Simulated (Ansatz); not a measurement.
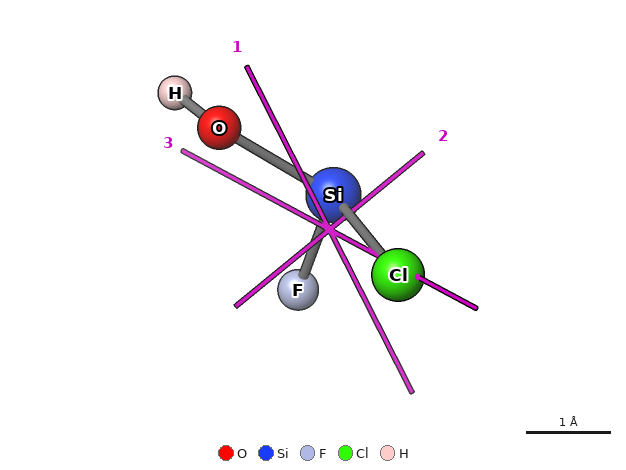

The three principal axes of inertia are drawn and numbered. Distant atoms are faded towards the background colour. State: neutral, doublet. The computed structure is the end point of a PBE-D4/def2-SVP optimisation. No frequency run is at hand to confirm it as a minimum. Masses are those of the most abundant isotopes; constants are for the rigid equilibrium geometry.

### Which line is the a axis (least moment of inertia), which b and which c?

a is line 3, b is line 1, c is line 2; the moments are 73.4, 147, 206 u Å².

### What kind of rotor is it, and what are its rotational constants in cm⁻¹?

An asymmetric top (C1): A = 0.230, B = 0.114, C = 0.0818 cm⁻¹. Ray's parameter κ is −0.56, nearer the prolate limit.
